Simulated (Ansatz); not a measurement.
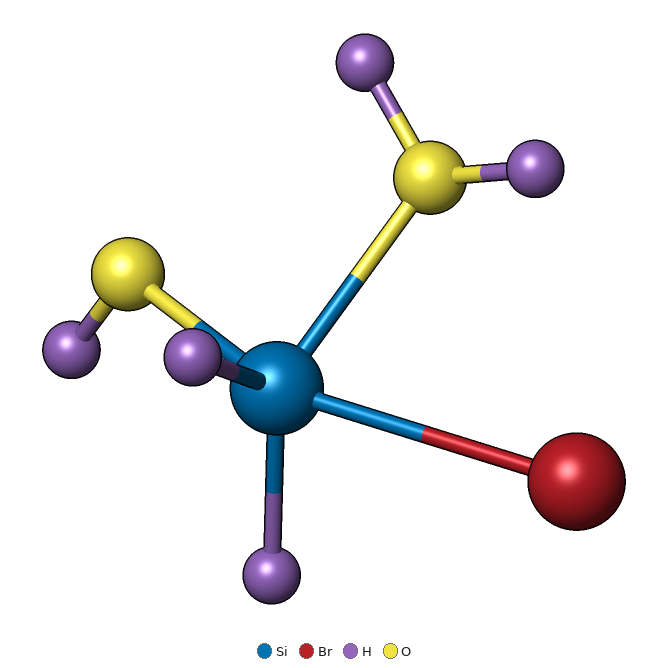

Sticks follow a distance rule. Harmonic vibrations computed with RKS PBE0-D4/def2-TZVP (Ansatz 0.2.0) at a stationary point of the same level.

**Is this a minimum or a saddle point?**

A first-order saddle point: one imaginary frequency, 106i cm⁻¹.

**List the wavenumbers.**

21 modes: 106i, 164, 188, 253, 306, 364, 449, 503, 579, 773, 815, 857, 869, 948, 1016, 1468, 2219, 2284, 3608, 3825, 3941 cm⁻¹.
